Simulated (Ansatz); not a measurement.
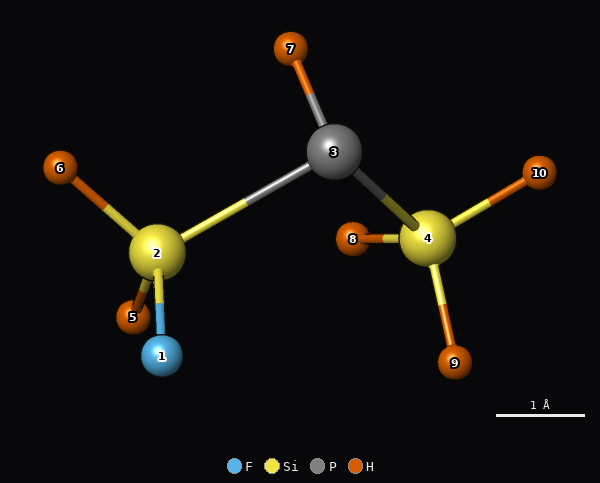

**Figure 1.** The starting structure (ball-and-stick view, seen at a tilt; atoms are numbered from 1 in the order of the input).

# Nudged elastic band, with input and output: Si₂PH₆F

System: Si₂PH₆F, SMILES F[SiH2]P[SiH3].
Method: RKS r2SCAN-D4/6-31G (Ansatz 0.2.0).

It belongs to a series of runs on one base structure; here: band between the two ends. Figures and captions count atoms from 1; the log counts them from 0 in places.

## Output
```
Engine: ansatz 0.2.0, x86_64-unknown-linux-gnu
Functional definition: r2SCAN
  parameter k0 = 0.174
  parameter k1 = 0.065
  parameter a1 = 4.9479
  exchange = r2scan_x(k0 = k0, k1 = k1, a1 = a1)
  correlation = r2scan_c
738 factors; integrals over basis functions are off by at most 2.3e-4 eV
mean field evaluation 1: about -27850.1984 eV, gradient 3.1e1 eV
mean field evaluation 2: about -27844.4109 eV, gradient 6.7e1 eV
mean field evaluation 4: about -27851.9793 eV, gradient 2.9e0 eV
mean field evaluation 8: about -27852.0027 eV, gradient 2.1e-2 eV
mean field -27852.00267737 eV, -1023.5422196278 hartree, gradient 3.9e-5 eV, S^2 0.000000; 0 other end points of the search recorded, 0 dependent functions left out
the calculation of the forces begins
reference -27852.00268934 eV, -1023.5422200678 hartree; 29, 29 occupied and 31, 31 virtual orbitals, 738 factors
738 factors; integrals over basis functions are off by at most 2.4e-4 eV
mean field evaluation 16: about -27845.3975 eV, gradient 6.4e1 eV
mean field -27852.11433393 eV, -1023.5463229309 hartree, gradient 4.7e-5 eV, S^2 0.000000; 0 other end points of the search recorded, 0 dependent functions left out
[... from here on the field's lines of each further geometry are left out, up to the last ...]
NEB iter   1: max|band force component| = 1.956e2 eV/Å  barrier→ = 88.3873 eV  barrier← = 88.5000 eV  Δτ_max = 0.2000 Å  (166 SCF iters)
NEB iter   2: max|band force component| = 9.557e1 eV/Å  barrier→ = 42.9912 eV  barrier← = 43.1039 eV  Δτ_max = 0.2000 Å  (143 SCF iters)
NEB iter   3: max|band force component| = 4.641e1 eV/Å  barrier→ = 20.8947 eV  barrier← = 21.0074 eV  Δτ_max = 0.1970 Å  (144 SCF iters)
NEB iter   4: max|band force component| = 2.056e1 eV/Å  barrier→ = 10.3073 eV  barrier← = 10.4200 eV  Δτ_max = 0.2000 Å  (145 SCF iters)
NEB iter   5: max|band force component| = 9.047e0 eV/Å  barrier→ = 5.2602 eV  barrier← = 5.3729 eV  Δτ_max = 0.1989 Å  (140 SCF iters)
NEB iter   6: max|band force component| = 4.757e0 eV/Å  barrier→ = 2.7462 eV  barrier← = 2.8589 eV  Δτ_max = 0.2000 Å  (140 SCF iters)
NEB iter   7: max|band force component| = 2.808e0 eV/Å  barrier→ = 1.3980 eV  barrier← = 1.5107 eV  Δτ_max = 0.1994 Å  (145 SCF iters)
NEB iter   8: max|band force component| = 2.105e0 eV/Å  barrier→ = 0.6344 eV  barrier← = 0.7471 eV  Δτ_max = 0.2000 Å  (140 SCF iters)
NEB iter   9: max|band force component| = 2.216e0 eV/Å  barrier→ = 0.5431 eV  barrier← = 0.6558 eV  Δτ_max = 0.1018 Å  (133 SCF iters)
NEB iter  10: max|band force component| = 2.158e0 eV/Å  barrier→ = 0.5023 eV  barrier← = 0.6150 eV  Δτ_max = 0.1991 Å  (134 SCF iters)
NEB iter  11: max|band force component| = 2.327e0 eV/Å  barrier→ = 0.3642 eV  barrier← = 0.4769 eV  Δτ_max = 0.2000 Å  (136 SCF iters)
NEB iter  12: max|band force component| = 2.052e0 eV/Å  barrier→ = 0.4720 eV  barrier← = 0.5847 eV  Δτ_max = 0.1863 Å  (134 SCF iters)
NEB iter  13: max|band force component| = 1.879e0 eV/Å  barrier→ = 0.5292 eV  barrier← = 0.6419 eV  Δτ_max = 0.1990 Å  (133 SCF iters)
NEB iter  14: max|band force component| = 1.780e0 eV/Å  barrier→ = 0.4582 eV  barrier← = 0.5709 eV  Δτ_max = 0.1969 Å  (134 SCF iters)
NEB iter  15: max|band force component| = 1.676e0 eV/Å  barrier→ = 0.3698 eV  barrier← = 0.4825 eV  Δτ_max = 0.2000 Å  (132 SCF iters)
NEB iter  16: max|band force component| = 7.976e-1 eV/Å  barrier→ = 0.1385 eV  barrier← = 0.2512 eV  Δτ_max = 0.1743 Å  (131 SCF iters)
NEB iter  17: max|band force component| = 2.613e-1 eV/Å  barrier→ = 0.0240 eV  barrier← = 0.1367 eV  CI = image 3  Δτ_max = 0.1479 Å  (133 SCF iters)
NEB iter  18: max|band force component| = 1.902e-1 eV/Å  barrier→ = 0.0114 eV  barrier← = 0.1241 eV  CI = image 2  Δτ_max = 0.1283 Å  (135 SCF iters)
NEB iter  19: max|band force component| = 2.953e-1 eV/Å  barrier→ = 0.0102 eV  barrier← = 0.1229 eV  CI = image 1  Δτ_max = 0.0645 Å  (129 SCF iters)
NEB iter  20: max|band force component| = 1.698e-1 eV/Å  barrier→ = 0.0104 eV  barrier← = 0.1231 eV  CI = image 1  Δτ_max = 0.0624 Å  (137 SCF iters)
NEB iter  21: max|band force component| = 1.627e-1 eV/Å  barrier→ = 0.0112 eV  barrier← = 0.1239 eV  CI = image 1  Δτ_max = 0.0379 Å  (130 SCF iters)
NEB iter  22: max|band force component| = 9.778e-2 eV/Å  barrier→ = 0.0118 eV  barrier← = 0.1245 eV  CI = image 1  Δτ_max = 0.0312 Å  (123 SCF iters)
the calculation of the forces begins
reference -27852.09829136 eV, -1023.5457333772 hartree; 29, 29 occupied and 31, 31 virtual orbitals, 738 factors
738 factors; integrals over basis functions are off by at most 2.4e-4 eV
mean field -27851.99007054 eV, -1023.5417563354 hartree, gradient 9.4e-6 eV, S^2 0.000000; 1 other end points of the search recorded, 0 dependent functions left out
the calculation of the forces begins
reference -27851.99008240 eV, -1023.5417567713 hartree; 29, 29 occupied and 31, 31 virtual orbitals, 738 factors
NEB iter  23: max|band force component| = 4.636e-2 eV/Å  barrier→ = 0.0122 eV  barrier← = 0.1249 eV  CI = image 1  Δτ_max = 0.0000 Å  (248 SCF iters)
```

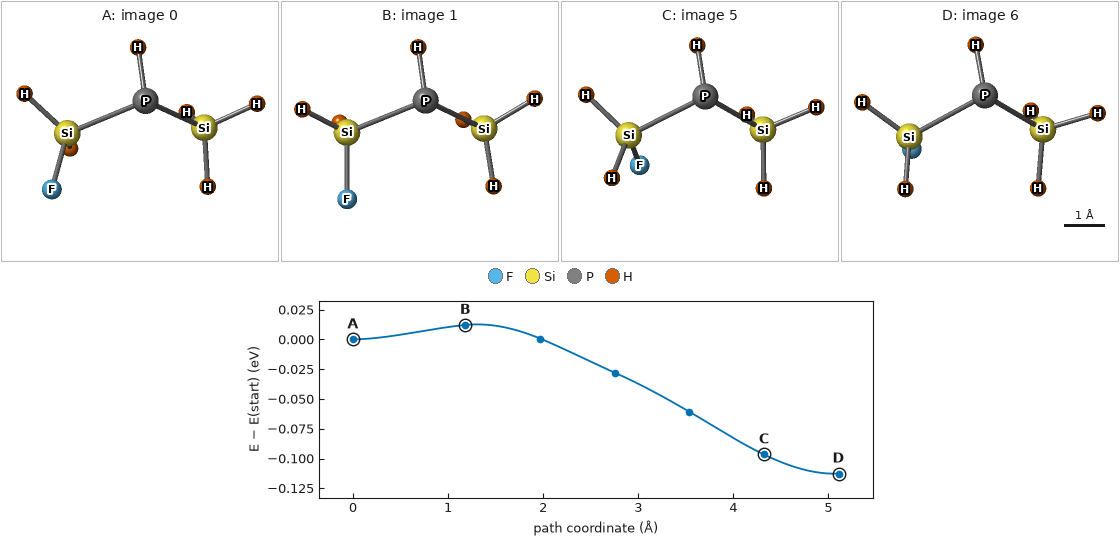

**Figure 2.** Images of the last band (counted from 0; ball-and-stick, seen at a tilt) above the energy along the path; the line is a cubic interpolation that uses the forces. The highest image is number 1, 0.012 eV above the start and 0.125 eV above the end (the climbing image); the end lies 0.113 eV below the start. The path is 5.11 Å long. The band converged in 23 iterations.

```
Total energy: -27852.04846189 eV, -1023.5439021780 hartree
Atom 0 at    -1.858853     0.287125     1.831250 Å, force     0.013496     0.018348    -0.017502 eV/Å
Atom 1 at    -1.101317     1.241294     0.635281 Å, force    -0.016587    -0.002744     0.015352 eV/Å
Atom 2 at     1.120444     0.582751     0.542355 Å, force    -0.000512    -0.002196     0.001548 eV/Å
Atom 3 at     0.899626    -1.474690    -0.538045 Å, force     0.006308     0.000707    -0.007658 eV/Å
Atom 4 at    -1.864806     1.026505    -0.644674 Å, force     0.004626    -0.003933     0.008350 eV/Å
Atom 5 at    -1.152197     2.679614     1.061843 Å, force    -0.005435    -0.007648    -0.004275 eV/Å
Atom 6 at     1.429372     1.367603    -0.640361 Å, force     0.001068    -0.001808     0.002186 eV/Å
Atom 7 at    -0.063632    -1.428993    -1.694372 Å, force     0.001958     0.003208     0.002711 eV/Å
Atom 8 at     0.416076    -2.459372     0.481235 Å, force    -0.001797    -0.000673     0.000572 eV/Å
Atom 9 at     2.258486    -1.873037    -1.031612 Å, force    -0.003126    -0.003260    -0.001285 eV/Å
Dipole moment:     0.053377     0.150469    -0.561816 e Å
this run last wrote the band of iteration 23 to [file]
```

## The last band as extended XYZ (Å, eV, eV/Å)
```
10
Properties=species:S:1:pos:R:3:forces:R:3 image=0 energy=-27852.06064
F    -1.7607    0.7360    2.2219    0.0000  -0.0027   0.0061
Si   -1.1194    1.1677    0.7010    0.0077   0.0095  -0.0131
P     1.0957    0.4875    0.6488    0.0071   0.0009  -0.0033
Si    0.9099   -1.4328   -0.6587   -0.0039  -0.0106   0.0047
H    -1.9924    0.5115   -0.3332   -0.0034  -0.0008   0.0006
H    -1.1631    2.6640    0.5837   -0.0004  -0.0024  -0.0004
H     1.4933    1.3891   -0.4158   -0.0085   0.0053   0.0082
H     0.1564   -1.1989   -1.9402   -0.0012   0.0032  -0.0011
H     0.1741   -2.4460    0.1657    0.0010  -0.0032  -0.0028
H     2.2894   -1.9293   -0.9703    0.0017   0.0007   0.0011
10
Properties=species:S:1:pos:R:3:forces:R:3 image=1 energy=-27852.04845
F    -1.8589    0.2871    1.8313    0.0135   0.0183  -0.0175
Si   -1.1013    1.2413    0.6353   -0.0166  -0.0027   0.0154
P     1.1204    0.5828    0.5424   -0.0005  -0.0022   0.0015
Si    0.8996   -1.4747   -0.5380    0.0063   0.0007  -0.0077
H    -1.8648    1.0265   -0.6447    0.0046  -0.0039   0.0083
H    -1.1522    2.6796    1.0618   -0.0054  -0.0076  -0.0043
H     1.4294    1.3676   -0.6404    0.0011  -0.0018   0.0022
H    -0.0636   -1.4290   -1.6944    0.0020   0.0032   0.0027
H     0.4161   -2.4594    0.4812   -0.0018  -0.0007   0.0006
H     2.2585   -1.8730   -1.0316   -0.0031  -0.0033  -0.0013
10
Properties=species:S:1:pos:R:3:forces:R:3 image=2 energy=-27852.05984
F    -1.8168    0.0222    1.4755   -0.0034  -0.0114  -0.0071
Si   -1.0607    1.2721    0.5885    0.0025   0.0042  -0.0246
P     1.1779    0.6670    0.4502    0.0167   0.0093  -0.0144
Si    0.8649   -1.4727   -0.4408   -0.0156  -0.0044   0.0072
H    -1.7533    1.3521   -0.7453    0.0042   0.0114  -0.0030
H    -1.2069    2.5559    1.3498   -0.0013  -0.0137   0.0188
H     1.4234    1.3326   -0.8178   -0.0027   0.0019   0.0044
H    -0.2037   -1.4945   -1.5007   -0.0059  -0.0028   0.0127
H     0.4876   -2.3829    0.6843    0.0047   0.0020   0.0049
H     2.1707   -1.9031   -1.0408    0.0009   0.0035   0.0011
10
Properties=species:S:1:pos:R:3:forces:R:3 image=3 energy=-27852.08852
F    -1.8514   -0.1410    1.0594   -0.0250  -0.0519  -0.0161
Si   -1.0265    1.2891    0.6054    0.0050   0.0475   0.0106
P     1.2111    0.6992    0.3693    0.0090   0.0087   0.0182
Si    0.8400   -1.4739   -0.4179   -0.0271  -0.0192   0.0008
H    -1.6462    1.7915   -0.6708    0.0106   0.0117   0.0210
H    -1.2010    2.2736    1.7229    0.0060  -0.0118  -0.0122
H     1.3858    1.3070   -0.9360   -0.0016   0.0042  -0.0322
H    -0.2783   -1.5386   -1.4211    0.0175  -0.0052   0.0082
H     0.5298   -2.3440    0.7582    0.0066   0.0196   0.0008
H     2.1200   -1.9141   -1.0665   -0.0011  -0.0037   0.0010
10
Properties=species:S:1:pos:R:3:forces:R:3 image=4 energy=-27852.12132
F    -1.9394   -0.1709    0.6610   -0.0009   0.0053  -0.0218
Si   -1.0302    1.2856    0.6374   -0.0021  -0.0064   0.0021
P     1.1986    0.7511    0.2521   -0.0032  -0.0013  -0.0069
Si    0.8691   -1.4730   -0.4041    0.0027   0.0042  -0.0016
H    -1.5905    2.1647   -0.4442    0.0018   0.0237   0.0083
H    -1.1856    1.9134    1.9880    0.0016  -0.0170   0.0141
H     1.2601    1.2938   -1.0913   -0.0070  -0.0018  -0.0178
H    -0.1834   -1.6100   -1.4647    0.0044  -0.0100   0.0045
H     0.4971   -2.2592    0.8121    0.0007   0.0066   0.0117
H     2.1874   -1.9468   -0.9433    0.0018  -0.0032   0.0071
10
Properties=species:S:1:pos:R:3:forces:R:3 image=5 energy=-27852.15727
F    -2.0412   -0.0757    0.2332   -0.0060   0.0076  -0.0179
Si   -1.0424    1.2374    0.7100   -0.0023   0.0098  -0.0165
P     1.1685    0.7835    0.2005    0.0004   0.0044  -0.0055
Si    0.9066   -1.4460   -0.4569   -0.0013  -0.0038   0.0030
H    -1.5068    2.4681   -0.0151    0.0062  -0.0007   0.0204
H    -1.1965    1.3757    2.1925    0.0032  -0.0160   0.0149
H     1.1576    1.3491   -1.1334   -0.0072   0.0002  -0.0144
H    -0.0603   -1.5992   -1.5922    0.0051  -0.0071   0.0037
H     0.4357   -2.2105    0.7413    0.0012   0.0065   0.0040
H     2.2620   -1.9337   -0.8770    0.0007  -0.0009   0.0083
10
Properties=species:S:1:pos:R:3:forces:R:3 image=6 energy=-27852.17334
F    -2.1253    0.1191   -0.0191   -0.0019  -0.0026   0.0031
Si   -1.0359    1.2285    0.7062    0.0006   0.0002  -0.0030
P     1.1266    0.8547    0.0082    0.0027  -0.0050   0.0035
Si    0.9434   -1.4348   -0.4183    0.0002  -0.0016   0.0012
H    -1.4639    2.6157    0.3286    0.0009  -0.0001   0.0005
H    -1.0996    0.9998    2.1857   -0.0011   0.0014  -0.0022
H     0.9696    1.3183   -1.3546   -0.0012   0.0019  -0.0015
H     0.0160   -1.7386   -1.5559   -0.0001   0.0021  -0.0005
H     0.4355   -2.0608    0.8463    0.0003   0.0019  -0.0010
H     2.3168   -1.9531   -0.7244   -0.0006   0.0016  -0.0002
```

The run was set up as follows.

## Input
```yaml
crystal:
  periodic: [false, false, false]
  atoms:
    - { symbol: F, position_ang: [-1.760674, 0.736, 2.221857] }
    - { symbol: Si, position_ang: [-1.119445, 1.16767, 0.700996] }
    - { symbol: P, position_ang: [1.095687, 0.487502, 0.648766] }
    - { symbol: Si, position_ang: [0.909892, -1.432791, -0.658652] }
    - { symbol: H, position_ang: [-1.992443, 0.51152, -0.333194] }
    - { symbol: H, position_ang: [-1.163096, 2.664004, 0.583714] }
    - { symbol: H, position_ang: [1.493328, 1.389099, -0.415813] }
    - { symbol: H, position_ang: [0.156441, -1.198901, -1.940163] }
    - { symbol: H, position_ang: [0.174143, -2.445962, 0.165677] }
    - { symbol: H, position_ang: [2.289367, -1.929341, -0.970288] }
basis:
  gaussian: { orbitals: "6-31G" }
hamiltonian:
  xc: r2scan
  dispersion: d4
neb:
  order_check: false
  images: 5
  f_tol: 0.05
  max_iterations: 60
  final_atoms:
    - { symbol: F, position_ang: [-2.12530063, 0.11908174, -0.01905022] }
    - { symbol: Si, position_ang: [-1.03586599, 1.22848011, 0.70624253] }
    - { symbol: P, position_ang: [1.12661543, 0.8547017, 0.00820669] }
    - { symbol: Si, position_ang: [0.94335153, -1.43479833, -0.41825717] }
    - { symbol: H, position_ang: [-1.46393054, 2.61570883, 0.32862465] }
    - { symbol: H, position_ang: [-1.09964572, 0.99984542, 2.18573012] }
    - { symbol: H, position_ang: [0.96960139, 1.31834102, -1.35461867] }
    - { symbol: H, position_ang: [0.01604618, -1.73864475, -1.55585972] }
    - { symbol: H, position_ang: [0.43552635, -2.06080867, 0.84625958] }
    - { symbol: H, position_ang: [2.316802, -1.95310707, -0.7243778] }
  initial_path:
    images:
      - { positions_ang: [[-1.760674, 0.736, 2.221857], [-1.119445, 1.16767, 0.700996], [1.095687, 0.487502, 0.648766], [0.909892, -1.432791, -0.658652], [-1.992443, 0.51152, -0.333194], [-1.163096, 2.664004, 0.583714], [1.493328, 1.389099, -0.415813], [0.156441, -1.198901, -1.940163], [0.174143, -2.445962, 0.165677], [2.289367, -1.929341, -0.970288]] }
      - { positions_ang: [[-1.65988654, 1.02255941, 2.20077416], [-1.1057141, 1.09273389, 0.71100077], [1.05757239, 0.41324088, 0.72112857], [0.89147508, -1.36337877, -0.6772243], [-1.98440722, 0.26861615, -0.08336401], [-1.16898378, 2.42847109, 0.26614294], [1.54050723, 1.35276338, -0.23074392], [0.1949123, -0.98258069, -1.93704451], [0.08369411, -2.41066178, 0.02570619], [2.23403053, -1.87296357, -0.9934759]] }
      - { positions_ang: [[-1.55909908, 1.30911882, 2.17969133], [-1.0919832, 1.01779779, 0.72100554], [1.01945779, 0.33897976, 0.79349115], [0.87305815, -1.29396655, -0.6957966], [-1.97637145, 0.0257123, 0.16646598], [-1.17487156, 2.19293818, -0.05142813], [1.58768646, 1.31642776, -0.04567484], [0.23338361, -0.76626038, -1.93392601], [-0.00675479, -2.37536155, -0.11426462], [2.17869406, -1.81658613, -1.0166638]] }
      - { positions_ang: [[-1.45831162, 1.59567823, 2.15860849], [-1.0782523, 0.94286168, 0.73101031], [0.98134318, 0.26471864, 0.86585372], [0.85464123, -1.22455432, -0.7143689], [-1.96833567, -0.21719155, 0.41629597], [-1.18075935, 1.95740527, -0.36899919], [1.63486569, 1.28009214, 0.13939424], [0.27185491, -0.54994007, -1.93080752], [-0.09720368, -2.34006133, -0.25423542], [2.1233576, -1.7602087, -1.0398517]] }
      - { positions_ang: [[-1.68064129, 1.1034794, 1.43272225], [-1.06412353, 1.03806783, 0.72275438], [1.02976727, 0.46137966, 0.57997138], [0.88421133, -1.29463566, -0.61566499], [-1.80020063, 0.72710858, 0.3870722], [-1.15372147, 1.63821865, 0.48257725], [1.41311093, 1.29284177, -0.35861006], [0.18658534, -0.94617496, -1.80582492], [0.080373, -2.24697711, 0.11259624], [2.18783907, -1.82450816, -0.93469373]] }
      - { positions_ang: [[-1.90297096, 0.61128057, 0.70683601], [-1.04999476, 1.13327397, 0.71449846], [1.07819135, 0.65804068, 0.29408904], [0.91378143, -1.36471699, -0.51696108], [-1.63206558, 1.6714087, 0.35784842], [-1.1266836, 1.31903203, 1.33415368], [1.19135616, 1.3055914, -0.85661437], [0.10131576, -1.34240985, -1.68084232], [0.25794967, -2.15389289, 0.47942791], [2.25232053, -1.88880762, -0.82953576]] }
      - { positions_ang: [[-2.12530063, 0.11908174, -0.01905022], [-1.03586599, 1.22848011, 0.70624253], [1.12661543, 0.8547017, 0.00820669], [0.94335153, -1.43479833, -0.41825717], [-1.46393054, 2.61570883, 0.32862465], [-1.09964572, 0.99984542, 2.18573012], [0.96960139, 1.31834102, -1.35461867], [0.01604618, -1.73864475, -1.55585972], [0.43552635, -2.06080867, 0.84625958], [2.316802, -1.95310707, -0.7243778]] }
```

Launched with:
```bash
ansatz run input.yaml --threads 1 --pin off --max-ram 2048MiB --backend cpu --events-out ev --progress --plain --runs-dir out
```

## Summary

```json
{"quantity": "outcome", "value": "converged"}
{"quantity": "barrier, forward", "value": "0.012 eV"}
{"quantity": "barrier, backward", "value": "0.125 eV"}
{"quantity": "hardware", "value": "1 thread of Intel Xeon (Granite Rapids), 32 GiB of memory available, shared host"}
{"quantity": "wall time", "value": "5.3 min"}
{"quantity": "peak memory", "value": "0.15 GiB"}
```

## Notes

The order of the saddle point was not checked.
